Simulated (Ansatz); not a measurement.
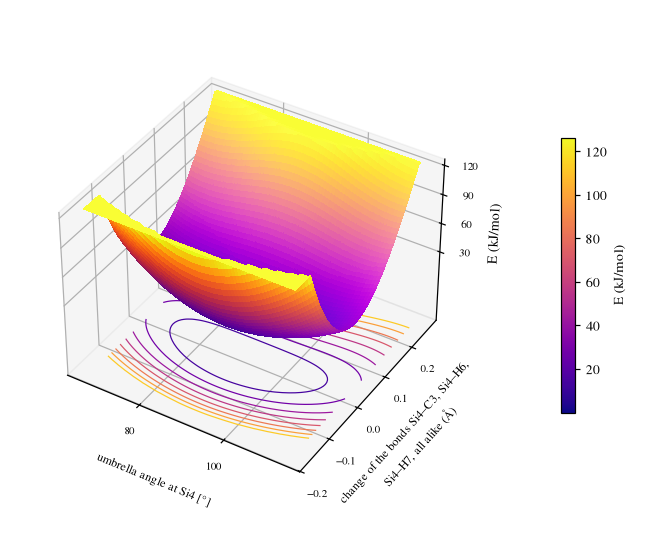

Energy landscape of CH3BNSi, SMILES [BH]N=C=[SiH2], spin multiplicity 2. Coordinates scanned: (1) umbrella angle at Si4 (between each of its bonds and their common axis; 90 is planar); (2) change of the bonds Si4–C3, Si4–H6, Si4–H7, all alike. Nothing is relaxed (all other coordinates rigid). The grid has 9 × 9 points; 79 points were computed and 2 follow by symmetry. Points are written as (first, second). Energies are in kJ/mol, from the relaxed molecule at the same level. Level of theory: UKS PBE0-D4/def2-TZVP in Ansatz 0.2.0.

The picture shows a relief with its contours projected below, any walls above the top of the colour scale cut off. Between grid points the surface is interpolated. 

### What does the map say about the system?

The lowest grid point is at (90°, −0.008 Å), 0.23 kJ/mol from the relaxed molecule at the same level. It is the only kind of minimum in the scanned range. The highest grid point, (66°, −0.170 Å), lies 210 kJ/mol above the lowest. Round the minimum the two coordinates are nearly uncoupled.

The input of one point:

```yaml
crystal:
  periodic: [false, false, false]
  atoms:
    - { symbol: B, position_ang: [-1.350181, -1.650603, -1.080646] }
    - { symbol: "N", position_ang: [-0.634463, -0.776495, -0.508266] }
    - { symbol: C, position_ang: [0.079602, 0.095751, 0.062898] }
    - { symbol: Si, position_ang: [1.025731, 1.249825, 0.818456] }
    - { symbol: H, position_ang: [-2.010867, -2.457478, -1.609022] }
    - { symbol: H, position_ang: [1.390559, 1.126956, 2.234199] }
    - { symbol: H, position_ang: [1.521909, 2.422925, 0.090321] }
magnetization:
  spin_polarized: true
  initial_magnetization: 1
basis:
  gaussian: { orbitals: def2-TZVP }
hamiltonian:
  xc: pbe0
  dispersion: d4
output:
  forces: true
```

Time for the 79 points that were run: 9.3 min on 1 thread of Intel(R) Xeon(R) 6975P-C (Granite Rapids), with other jobs on the host.
